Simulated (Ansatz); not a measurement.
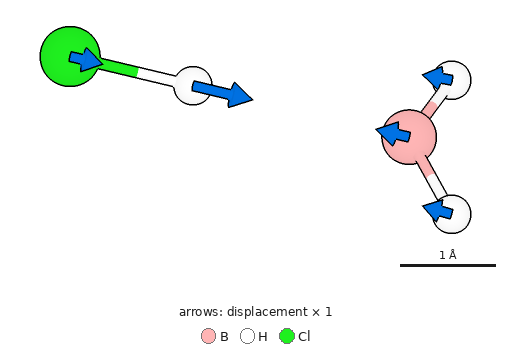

This is a relaxation of BH₃Cl (multiplicity 2). The starting structure is drawn; blue arrows show the displacements, at their true length. The two geometries are superimposed by the best rigid fit.

The picture is a ball-and-stick view, seen from a free direction.

The run prepares an end point of a later path (reaction) calculation, from a guessed geometry.

These are results of UKS PBE-D4/cc-pVDZ (Ansatz 0.2.0), not measurements.

Input file:
```yaml
crystal:
  periodic: [false, false, false]
  atoms:
    - { symbol: B, position_ang: [0.0, 0.0, -0.363569] }
    - { symbol: H, position_ang: [0.0, 0.0, 2.017213] }
    - { symbol: H, position_ang: [1.118072, 0.0, -0.831558] }
    - { symbol: H, position_ang: [-1.118072, 0.0, -0.831558] }
    - { symbol: Cl, position_ang: [0.0, 0.0, 3.369472] }
magnetization:
  spin_polarized: true
  initial_magnetization: 1
basis:
  gaussian: { orbitals: cc-pVDZ }
hamiltonian:
  xc: pbe
  dispersion: d4
relax:
  f_tol: 0.03
  max_steps: 50
output:
  orbitals: {}
```

Launched with:
```bash
ansatz run input.yaml --threads 1 --pin off --max-ram 2048MiB --backend cpu --events-out ev --progress --plain --runs-dir out
```

### What happened in the run?

The largest move after the best rigid fit is that of H2, 0.67 Å. Largest moves by element: H 0.67 Å, B 0.38 Å, Cl 0.37 Å. Among the contacts that change: B1–H2 2.381 → 1.332 Å, H2–Cl5 1.352 → 1.650 Å. New bonds form, among them: B1–H2 (2.38 → 1.33 Å). Among the angles between lasting bonds that change: H3–B1–H4 134.6° → 129.7°. Over 8 geometry steps the energy falls by 0.336 eV. Largest force component: 0.64 eV/Å at the start, 0.005 eV/Å at the end. The run took 14 s on 1 thread of Arm Neoverse V1, on a shared host, peak memory 0.11 GiB.

Limits of the set-up: the start holds two separate molecules, 2.4 Å apart at their closest, whose relative position is a soft coordinate.
